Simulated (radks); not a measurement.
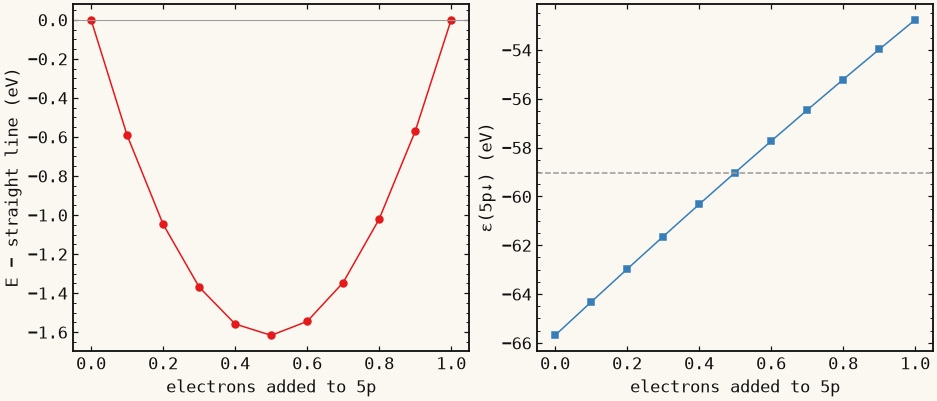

Computed with the in-house radial solver radks: scalar-relativistic Kohn-Sham, BLYP, spin-polarised, spherical densities, finite nucleus. The occupation of the 5p shell is varied from Re²⁺ ([Kr] 4d10 4f14 5s2 5p5 5d5 6s1 (high spin)) to Re⁺ ([Xe] 4f14 5d5 6s1 (high spin)), with spherical fractional occupations. The plot shows the total energy less the straight line between the end points, and the eigenvalue of 5p↓ (the dashed line is minus the energy to take the whole electron out).

Question: Describe the curve.

Answer: The curve is convex (below the straight line), with the largest deviation among the points computed, −1.62 eV, at 0.5. The end points differ by 59.0 eV, the energy to take the electron out. The eigenvalue, which is the slope of the energy (Janak's theorem), moves from −65.7 eV at 0 to −52.8 eV at 1; for a straight line it would stay constant, and a parabola would sag by an eighth of this change, scaled to a whole electron, 1.62 eV. Convexity is the mark of the delocalisation error, which puts fractional charges too low; for p, d and f shells the spherical spreading of the fraction adds to it. The shell lies under occupied ones, so the straight line is a guide here rather than an exact condition.
